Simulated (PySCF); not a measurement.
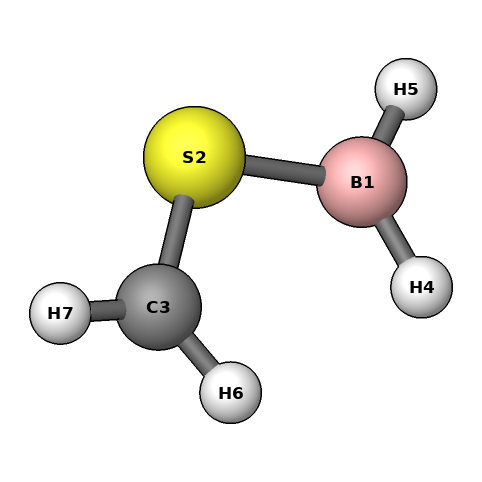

The questions are on Mulliken spin populations. The species is neutral and a spin doublet. The computed structure is the end point of a GFN2-xTB optimisation. No frequency run is at hand to confirm it as a minimum. Level of theory: UKS B3LYP, pcH-1 on B C H S, non-relativistic (PySCF 2.14.0).

**Which atom carries the largest spin population?**

C3 (0.89 e).

**Which atom has the lowest spin population?**

H6, H7 (−0.04 e); a negative value comes from spin polarisation.

Give the Mulliken spin populations atom by atom.

```json
{"atom": "B1", "value (e)": "0.20"}
{"atom": "S2", "value (e)": "0.01"}
{"atom": "C3", "value (e)": "0.89"}
{"atom": "H4", "value (e)": "−0.01"}
{"atom": "H5", "value (e)": "−0.01"}
{"atom": "H6", "value (e)": "−0.04"}
{"atom": "H7", "value (e)": "−0.04"}
```

Mulliken values depend strongly on the basis set. The geometry is semi-empirical. Around B such bond lengths and angles can be off by a tenth of an ångström or more and by several degrees, and values that hang on the shape move with them.
